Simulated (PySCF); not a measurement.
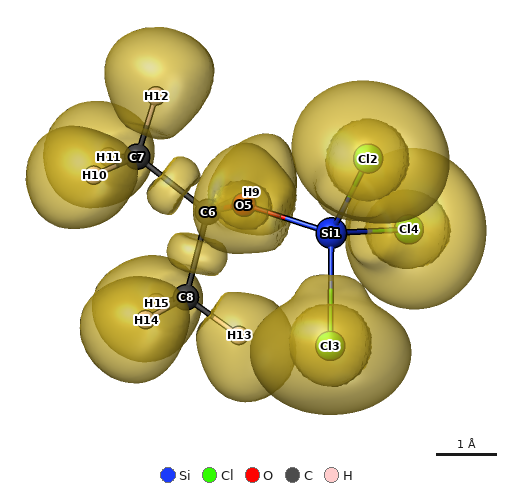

The picture shows: C₃H₇Cl₃OSi (SiCl3(OiPr)). Isosurface of the electron localisation function at 0.75 (yellow), seen at a tilt. Core shells and regions of very low density are left out.

Geometry: PBE0-D3(BJ)/def2-SVP.

Computed with PBE0/pcSseg-1, SCF density, gas phase, non-relativistic (PySCF).

```xyz
15

Si    1.1266    0.9438    1.6836
Cl    0.9476    0.6914    3.6935
Cl    3.0878    0.6928    1.1645
Cl    0.5719    2.8464    1.1655
O     0.1593   -0.1377    0.9532
C    -0.5180   -0.0428   -0.3033
C    -1.5632   -1.1360   -0.3234
C     0.4743   -0.1389   -1.4453
H    -1.0199    0.9412   -0.3437
H    -1.0820   -2.1246   -0.2739
H    -2.1607   -1.0815   -1.2452
H    -2.2378   -1.0373    0.5387
H     1.1988    0.6892   -1.4168
H     1.0313   -1.0868   -1.3913
H    -0.0487   -0.0953   -2.4122
```

**What do the ELF domains correspond to?**

At this value the surface marks out two regions between bonded C–C atoms (shared pairs), seven regions around hydrogen nuclei, three regions on Cl in which the atom's valence shell and bonds are merged and one region on O in which the atom's valence shell and bonds are merged. Along the contacts the grid gives the following. C–O (1.43 Å): the ELF peaks at about 0.90 between the atoms; a shared but strongly polarised pair. C–C (1.51 Å): the ELF peaks at about 0.95 between the atoms (a shared electron pair).
